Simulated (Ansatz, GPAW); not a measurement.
# Ballistic transport through CO in line between two In chains, cheap and dear

Wanted: the zero-bias transmission of CO in line between two In chains on a ladder of levels, with run times.

Program: GPAW 26.7.0 and Ansatz 0.2.0. Level of theory: GPAW LCAO, PAW setups; Landauer transmission from Green's functions with principal layers (ASE), zero bias. Results are calculated unless marked as measured.

### Step 1. The structure

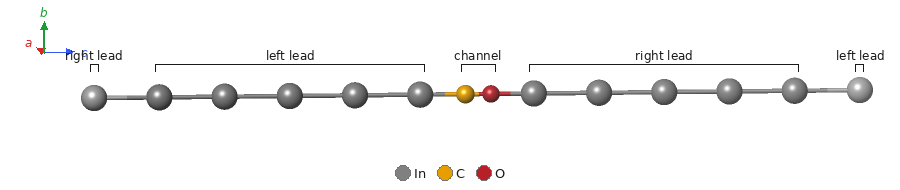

Start, viewed from the side, with the c axis across the page; indium grey, carbon orange, oxygen red. Some periodic images of atoms are drawn too.

The cell holds 12 atoms: 10 In, 1 C and 1 O. Its edges and angles: a = 9.000 Å, b = 9.000 Å, c = 31.691 Å, α = 90.0°, β = 90.0°, γ = 90.0°. Regions: left lead, 5 atoms (5 In); channel, 2 atoms (1 C and 1 O); right lead, 5 atoms (5 In). Vacuum lies along a and b. The structure is stacked along c, and the current runs across the ab planes.

### Step 2. Plane waves, r2SCAN

Plane waves give the reference curve, free of the bias of atom-centred orbitals.

input.yaml

```yaml
crystal:
  lattice:
    - [9.0, 0.0, 0.0]
    - [0.0, 9.0, 0.0]
    - [0.0, 0.0, 31.6913]
  atoms:
    - { symbol: In, position: [0.5, 0.5, 0.046542742] }
    - { symbol: In, position: [0.5, 0.5, 0.139628226] }
    - { symbol: In, position: [0.5, 0.5, 0.2327137101] }
    - { symbol: In, position: [0.5, 0.5, 0.3257991941] }
    - { symbol: In, position: [0.5, 0.5, 0.4188846781] }
    - { symbol: C, position: [0.5, 0.5, 0.483435517] }
    - { symbol: O, position: [0.5, 0.5, 0.5200386226] }
    - { symbol: In, position: [0.5, 0.5, 0.5811153219] }
    - { symbol: In, position: [0.5, 0.5, 0.6742008059] }
    - { symbol: In, position: [0.5, 0.5, 0.7672862899] }
    - { symbol: In, position: [0.5, 0.5, 0.860371774] }
    - { symbol: In, position: [0.5, 0.5, 0.953457258] }
kpoints:
  mp_grid: { grid: [1, 1, 3] }
hamiltonian:
  xc: r2scan
scf:
  occupations: { method: fermi_dirac, width: 0.1 }
output:
  transmission:
    leads: [[0, 1]]
    e_range: [-2, 2]
    de: 0.05
    kmesh: [1, 1]
    reduced_basis: true
  write_potential: true
  write_density: true
  volumetric_format: npy
```

The run is started by

```
> ansatz run input.yaml --threads 2 --pin off --max-ram 4096MiB --backend cpu --events-out ev --progress --plain --runs-dir out
```

Log:

```text
Engine: ansatz 0.2.0, aarch64-unknown-linux-gnu
Pseudopotentials: kind: paw
Pseudopotential: In, paw, valence charge 13, recommended cutoff 500 eV (meta_gga), In.paw.azcp
Pseudopotential: C, paw, valence charge 4, recommended cutoff 500 eV (meta_gga), C.paw.azcp
Pseudopotential: O, paw, valence charge 6, recommended cutoff 500 eV (meta_gga), O.paw.azcp
Functional definition: r2SCAN
  parameter k0 = 0.174
  parameter k1 = 0.065
  parameter a1 = 4.9479
  exchange = r2scan_x(k0 = k0, k1 = k1, a1 = a1)
  correlation = r2scan_c
Error: memory limit exceeded: the `transmission` phase of `transmission` needs 6.32 GiB against the run's memory maximum of 4.00 GiB; largest carriers: source scf tables 3.34 GiB, transmission 2.65 GiB, unmodelled-tail allowance 0.30 GiB, source scf state 0.02 GiB; this run sums exchange and correlation above basis.xc_grid: 1 (its plan line states the level, which a resume's fixed deck keeps): xc box scratch, where t [...]
with nothing else changed it takes a maximum of at least 6.32 GiB, with nothing to spare, and 6.96 GiB leaves up to a tenth: --max-ram 6.96GiB where that set the maximum, else more of the term that did, and with no share typed, where 6.96 GiB is over 0.88 of the host's memory or its container's limit, a share of 0.88 or more that holds the maximum too (--max-ram-frac F), where one does; The budget is ten elevenths of [...]
`transmission` follows the SCF: where the deck gives it k-points, a mesh or a band count of its own, those are what to reduce (not on a resume, whose deck is fixed)
```

It took 7.6 s on 2 threads of Arm Neoverse V1, shared host; peak memory 0.34 GiB.

The input was rejected at the start.

The program's message: “Error: memory limit exceeded: the `transmission` phase of `transmission` needs 6.32 GiB against the run's memory maximum of 4.00 GiB; largest carriers: source scf tables 3.34 GiB, transmission 2.65 Gi …”

### Step 3. Double-zeta polarised basis

The script solves lead and junction separately, takes H and S in the orbital basis, and joins semi-infinite leads through their self-energies; the dzp basis is the working standard.

This step: GPAW LCAO, PAW setups; Landauer transmission from Green's functions with principal layers (ASE), zero bias (GPAW 26.7.0).

run.py

```python
import json
import numpy as np
from ase import Atoms
from ase.transport.calculators import TransportCalculator
from gpaw import GPAW, FermiDirac
from gpaw.lcao.tools import get_lcao_hamiltonian
from scipy.linalg import eigh

# The junction with lead layers at both ends, along the third cell vector
device = Atoms(
    ['In', 'In', 'In', 'In', 'In', 'C', 'O', 'In', 'In', 'In', 'In', 'In'],
    positions=[
        [4.50000, 4.50000, 1.47500],
        [4.50000, 4.50000, 4.42500],
        [4.50000, 4.50000, 7.37500],
        [4.50000, 4.50000, 10.32500],
        [4.50000, 4.50000, 13.27500],
        [4.50000, 4.50000, 15.32070],
        [4.50000, 4.50000, 16.48070],
        [4.50000, 4.50000, 18.41630],
        [4.50000, 4.50000, 21.36630],
        [4.50000, 4.50000, 24.31630],
        [4.50000, 4.50000, 27.26630],
        [4.50000, 4.50000, 30.21630]],
    cell=[[9.0, 0.0, 0.0], [0.0, 9.0, 0.0], [0.0, 0.0, 31.6913]],
    pbc=True)

# One principal layer of the lead: the first 3 atoms of the device
lead = Atoms(
    ['In', 'In', 'In'],
    positions=[
        [4.50000, 4.50000, 1.47500],
        [4.50000, 4.50000, 4.42500],
        [4.50000, 4.50000, 7.37500]],
    cell=[[9.0, 0.0, 0.0], [0.0, 9.0, 0.0], [0.0, 0.0, 8.85]],
    pbc=True)

settings = dict(mode='lcao', basis='dzp', xc='PBE', h=0.18,
                occupations=FermiDirac(0.1), maxiter=250,
                mixer=dict(beta=0.1, nmaxold=8, weight=100.0),
                convergence=dict(density=0.0001))
energies = np.arange(-2, 2 + 1e-9, 0.05)
eta = 0.0001
n1, n2 = 1, 1
# k and -k transmit alike, so half of the mesh across the current serves
mesh = [(i, j) for i in range(n1) for j in range(n2) if (i, j) <= (-i % n1, -j % n2)]
weights = np.array([1 if (i, j) == (-i % n1, -j % n2) else 2 for i, j in mesh]) / (n1 * n2)

# [... helper functions left out ...]
fermi_lead = ground_state(lead, (1, 1, 13), 'lead.txt')
fermi_device = ground_state(device, (1, 1, 3), 'device.txt')
# [... loop over the mesh left out, but for ...]
        # Shift the lead onto the potential of the device's first layer
        shift = ((H[:, 0, 0] - H0[:, 0, 0]) / S0[0, 0]).real.mean()
# [...]
kT = 8.617333e-5 * 77
bias = [0.1, 0.2, 0.5, 1.0, 1.5, 2.0]
# [... integrals and printing left out ...]
```

The run is started by

```
> OMP_NUM_THREADS=1 OPENBLAS_NUM_THREADS=2 python run.py
```

Log:

```text
basis functions: device 256, principal layer 69
Fermi level: lead -2.2014 eV, device -2.2092 eV; lead shifted by 0.0326 eV
largest coupling past the next layer 1.88e-06 eV, largest misfit of the first layer 0.090 eV
  E-E_F (eV)   T (one spin)  [channel counts left out]
    -2.000    1.5270e-01
    -1.950    1.7608e-01
    -1.900    3.2845e-07
    -1.850    9.0656e-08
    -1.800    9.4730e-08
    -1.750    5.6606e-07
    -1.700    1.9136e-07
    -1.650    1.9448e-08
    -1.600    6.1966e-09
    -1.550    3.0364e-09
    -1.500    1.9357e-09
    -1.450    1.5137e-09
    -1.400    1.4348e-09
    -1.350    1.7040e-09
    -1.300    2.9150e-09
    -1.250    1.9214e-08
[...]
1.650    1.1405e+00
     1.700    1.1321e+00
     1.750    1.1229e+00
     1.800    1.1129e+00
     1.850    1.1018e+00
     1.900    1.0898e+00
     1.950    1.0768e+00
     2.000    1.0630e+00
conductance at 77 K: 1.6699 G0 a cell; thermopower 1.196 uV/K
current from the zero-bias T(E) at 0.1 V: 12.959 uA
current from the zero-bias T(E) at 0.2 V: 25.685 uA
current from the zero-bias T(E) at 0.5 V: 46.281 uA
current from the zero-bias T(E) at 1.0 V: 74.614 uA
current from the zero-bias T(E) at 1.5 V: 99.903 uA
current from the zero-bias T(E) at 2.0 V: 124.2 uA
```

Elapsed: 99 s, on 2 threads; peak memory 1.6 GiB.

Numbers from this step:

* conductance: 1.670 G₀
* largest coupling past the next principal layer: 1.88e-6 eV
* largest misfit of the first principal layer: 0.08978 eV
* shift that aligns the lead: 0.03264 eV
* basis functions of the junction: 256
* basis functions of a principal layer: 69
* transmission at the Fermi level (one spin): 1.668

One spin. Table of transmission, zone mean by energy, zero at the Fermi level:

```
energy (eV)  transmission, zone mean
     -2.000                    0.153
     -1.800                   9.5e-8
     -1.600                   6.2e-9
     -1.400                   1.4e-9
     -1.200                  0.00441
     -1.000                   0.0205
     -0.800                   0.0306
     -0.600                   0.0380
     -0.400                   0.0438
     -0.200                   0.0486
     -0.100                     1.74
      0.000                     1.67
      0.200                     1.55
      0.400                     1.40
      0.600                     1.27
      0.800                     1.23
      1.000                     1.22
      1.200                     1.20
      1.400                     1.18
      1.600                     1.15
      1.800                     1.11
      2.000                     1.06
```

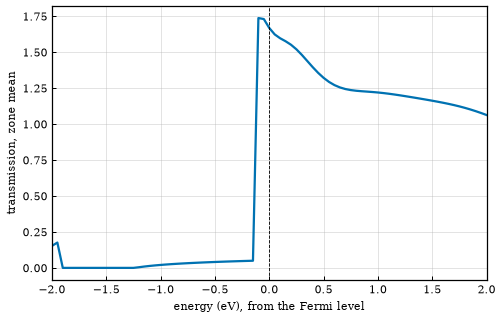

Transmission, zone mean against energy.

Not self-consistent under bias; the bias window is split evenly. Table of current through one cell, from the zero-bias transmission by bias:

```
bias (V)  current through one cell, from the zero-bias transmission (μA)
   0.100                                                            13.0
   0.200                                                            25.7
   0.500                                                            46.3
   1.000                                                            74.6
   1.500                                                            99.9
   2.000                                                             124
```

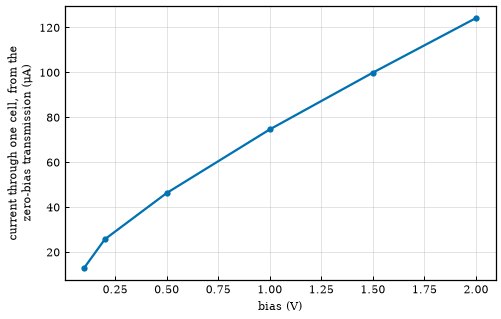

Current through one cell, from the zero-bias transmission, plotted against bias.

Table of transmission of the three most open eigenchannels by energy, zero at the Fermi level:

```
energy (eV)  channel 1  channel 2  channel 3
     -2.000      0.153          0          0
     -1.500     1.9e-9          0          0
     -1.000     0.0205          0          0
     -0.500     0.0410          0          0
      0.000      0.808      0.808     0.0526
      0.500      0.631      0.631     0.0598
      1.000      0.578      0.578     0.0646
      1.500      0.547      0.547     0.0694
      2.000      0.493      0.493     0.0760
```

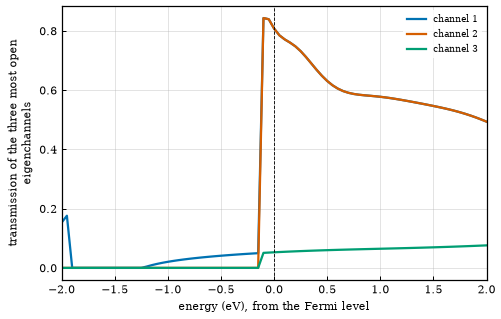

Transmission of the three most open eigenchannels against energy.

Couplings past the next layer reach 1.9e-6 eV, small enough to drop; the matrix elements of the cell's first layer differ from the bulk lead's by up to 0.090 eV. That layer keeps its own values in the calculation, and only beyond it is the lead taken as perfect. The Fermi levels of lead and junction count from different zeros of potential, one for each periodic cell; with both set to zero, the small remaining shift is what aligns them. By hand: G = 1.670 × 77.48 μS = 129 μS, a resistance of 7.73 kΩ; at 0.1 V a linear junction would pass 12.9 μA, and the integral over the bias window gives 13.0 μA.

### Step 4. Single-zeta polarised basis

One radial function a shell plus polarisation makes the matrices smaller; the question is what that costs.

run.py: that of step 3 with these lines changed.

```diff
@@ -37,3 +37,3 @@
 
-settings = dict(mode='lcao', basis='dzp', xc='PBE', h=0.18,
+settings = dict(mode='lcao', basis='szp(dzp)', xc='PBE', h=0.18,
                 occupations=FermiDirac(0.1), maxiter=250,
```

Log:

```text
basis functions: device 158, principal layer 42
Fermi level: lead -2.3504 eV, device -2.3656 eV; lead shifted by 0.0338 eV
largest coupling past the next layer 1.86e-06 eV, largest misfit of the first layer 0.086 eV
  E-E_F (eV)   T (one spin)  [channel counts left out]
    -2.000    1.2597e-07
    -1.950    4.9826e-08
    -1.900    4.6919e-08
    -1.850    1.1674e-07
    -1.800    2.8050e-06
    -1.750    3.0580e-08
    -1.700    6.9376e-09
    -1.650    2.8037e-09
    -1.600    1.5141e-09
    -1.550    9.9140e-10
    -1.500    7.5469e-10
    -1.450    6.5661e-10
    -1.400    6.5309e-10
    -1.350    7.5813e-10
    -1.300    1.0923e-09
    -1.250    2.3944e-09
[...]
1.650    1.1475e+00
     1.700    1.1444e+00
     1.750    1.1408e+00
     1.800    1.1365e+00
     1.850    1.1312e+00
     1.900    1.1250e+00
     1.950    1.1177e+00
     2.000    1.1093e+00
conductance at 77 K: 1.631 G0 a cell; thermopower 1.787 uV/K
current from the zero-bias T(E) at 0.1 V: 12.668 uA
current from the zero-bias T(E) at 0.2 V: 25.133 uA
current from the zero-bias T(E) at 0.5 V: 44.657 uA
current from the zero-bias T(E) at 1.0 V: 70.9 uA
current from the zero-bias T(E) at 1.5 V: 94.291 uA
current from the zero-bias T(E) at 2.0 V: 117.18 uA
```

It took 75 s on 2 threads; peak memory 1.5 GiB.

This step gave:

```
conductance                                    : 1.631 G₀
thermopower                                    : 1.787 μV/K
largest coupling past the next principal layer : 1.86e-6 eV
largest misfit of the first principal layer    : 0.08630 eV
shift that aligns the lead                     : 0.03375 eV
basis functions of the junction                : 158
basis functions of a principal layer           : 42
transmission at the Fermi level (one spin)     : 1.629
```

One spin. The transmission, zone mean by energy, zero at the Fermi level:

```
energy (eV)  transmission, zone mean
    -2.0000                   1.3e-7
    -1.7500                   3.1e-8
    -1.5000                  7.5e-10
    -1.2500                   2.4e-9
    -1.0000                   0.0155
    -0.7500                   0.0280
    -0.5000                   0.0369
    -0.2500                   0.0438
    -0.1000                     1.75
     0.0000                     1.63
     0.2500                     1.42
     0.5000                     1.22
     0.7500                     1.15
     1.0000                     1.17
     1.2500                     1.17
     1.5000                     1.16
     1.7500                     1.14
     2.0000                     1.11
```

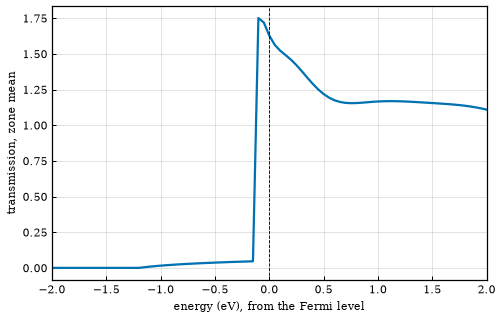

Transmission, zone mean against energy.

Not self-consistent under bias; the bias window is split evenly. Current through one cell, from the zero-bias transmission against bias:

```
bias (V)  current through one cell, from the zero-bias transmission (μA)
   0.100                                                            12.7
   0.200                                                            25.1
   0.500                                                            44.7
   1.000                                                            70.9
   1.500                                                            94.3
   2.000                                                             117
```

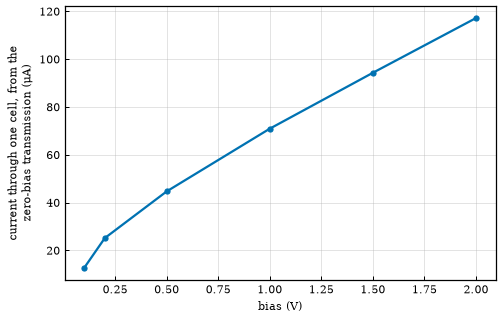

Current through one cell, from the zero-bias transmission against bias.

Table of transmission of the three most open eigenchannels by energy, zero at the Fermi level:

```
energy (eV)  channel 1  channel 2  channel 3
    -1.2500     2.4e-9          0          0
    -1.0000     0.0155          0          0
    -0.7500     0.0280          0          0
    -0.5000     0.0369          0          0
    -0.2500     0.0438    2.8e-10    2.8e-10
     0.0000      0.790      0.790     0.0493
     0.2500      0.684      0.684     0.0538
     0.5000      0.581      0.581     0.0575
     0.7500      0.547      0.547     0.0609
     1.0000      0.551      0.551     0.0640
     1.2500      0.549      0.549     0.0672
     1.5000      0.542      0.542     0.0706
     1.7500      0.533      0.533     0.0744
     2.0000      0.515      0.515     0.0785
```

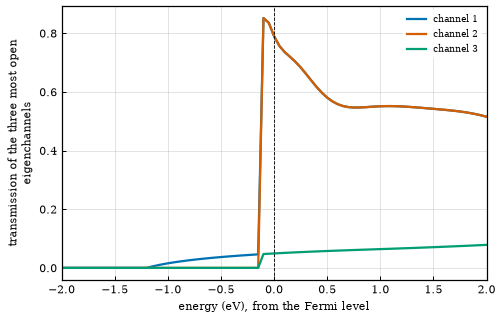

Transmission of the three most open eigenchannels against energy.

The conductance, 1.63 G₀, lies 2.3 % below that of the dzp run.

### Step 5. Minimal basis

One function for each valence shell of the setup, as for a first survey of a large system.

run.py: that of step 4 with these lines changed.

```diff
@@ -37,3 +37,3 @@
 
-settings = dict(mode='lcao', basis='szp(dzp)', xc='PBE', h=0.18,
+settings = dict(mode='lcao', basis='sz(dzp)', xc='PBE', h=0.18,
                 occupations=FermiDirac(0.1), maxiter=250,
```

Log:

```text
basis functions: device 98, principal layer 27
Fermi level: lead -2.2680 eV, device -2.2579 eV; lead shifted by 0.0397 eV
largest coupling past the next layer 1.93e-06 eV, largest misfit of the first layer 0.071 eV
  E-E_F (eV)   T (one spin)  [channel counts left out]
    -2.000    1.1131e-01
    -1.950    1.2095e-01
    -1.900    1.3335e-01
[...]
1.950    1.1545e+00
     2.000    1.1441e+00
conductance at 77 K: 1.5947 G0 a cell; thermopower 1.461 uV/K
current from the zero-bias T(E) at 0.1 V: 12.4 uA
current from the zero-bias T(E) at 0.2 V: 24.774 uA
current from the zero-bias T(E) at 0.5 V: 45.408 uA
current from the zero-bias T(E) at 1.0 V: 73.147 uA
current from the zero-bias T(E) at 1.5 V: 98.134 uA
current from the zero-bias T(E) at 2.0 V: 122.6 uA
```

Elapsed: 57 s, on 2 threads; peak memory 1.4 GiB.

Numbers from this step:

```yaml
conductance: 1.595 G₀
largest_coupling_past_the_next_principal_layer: 1.93e-6 eV
largest_misfit_of_the_first_principal_layer: 0.07113 eV
shift_that_aligns_the_lead: 0.03972 eV
basis_functions_of_the_junction: 98
basis_functions_of_a_principal_layer: 27
transmission_at_the_fermi_level_one_spin: 1.592
```

The conductance, 1.59 G₀, lies 4.5 % below that of the dzp run.

### Step 6. LDA in the dzp basis: xc = "LDA"

Back in the dzp basis, the functional changes from PBE to LDA, to set the spread between functionals beside that between bases.

run.py: that of step 5 with these lines changed.

```diff
@@ -37,3 +37,3 @@
 
-settings = dict(mode='lcao', basis='sz(dzp)', xc='PBE', h=0.18,
+settings = dict(mode='lcao', basis='dzp', xc='LDA', h=0.18,
                 occupations=FermiDirac(0.1), maxiter=250,
```

Log:

```text
basis functions: device 256, principal layer 69
Fermi level: lead -2.4626 eV, device -2.4749 eV; lead shifted by 0.0322 eV
largest coupling past the next layer 1.90e-06 eV, largest misfit of the first layer 0.101 eV
  E-E_F (eV)   T (one spin)  [channel counts left out]
    -2.000    8.2718e-08
    -1.950    3.6503e-08
    -1.900    3.5395e-08
[...]
1.950    1.1171e+00
     2.000    1.1033e+00
conductance at 77 K: 1.6667 G0 a cell; thermopower 1.296 uV/K
current from the zero-bias T(E) at 0.1 V: 12.935 uA
current from the zero-bias T(E) at 0.2 V: 25.632 uA
current from the zero-bias T(E) at 0.5 V: 46.075 uA
current from the zero-bias T(E) at 1.0 V: 74.25 uA
current from the zero-bias T(E) at 1.5 V: 99.564 uA
current from the zero-bias T(E) at 2.0 V: 124.12 uA
```

Wall time 74 s (2 threads); peak memory 1.6 GiB.

This step gave:

```yaml
conductance: 1.667 G₀
largest_coupling_past_the_next_principal_layer: 1.90e-6 eV
largest_misfit_of_the_first_principal_layer: 0.1006 eV
shift_that_aligns_the_lead: 0.03218 eV
basis_functions_of_the_junction: 256
basis_functions_of_a_principal_layer: 69
transmission_at_the_fermi_level_one_spin: 1.665
```

The conductance equals that of the dzp run to 0.2 %.

### Step 7. The ladder

Times are for 2 threads of Arm Neoverse V1, shared host. Results by setting:

```
no.      run  conductance (G₀)  time  memory (GiB)
  1      dzp             1.670  99 s           1.6
  2      szp             1.631  75 s           1.5
  3       sz             1.595  57 s           1.4
  4  dzp LDA             1.667  74 s           1.6
```

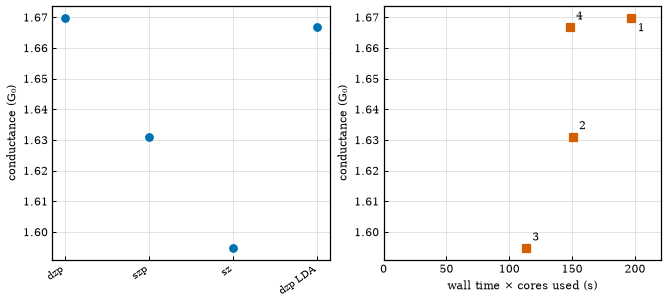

The series as plots; the last panel sets the first result against cost, with the runs numbered as in the table.

(Continued in part 2 of 2.)

[Logs are printed without paths, hosts, clocks, repeated set-up lines and the standing remarks that a program may print on its own settings, such as how far it seeks lower states.]

[Hosts, paths, dates, database ids (printed as entryN), source tags and the programs' standing remarks are cut or masked in the printed files.]
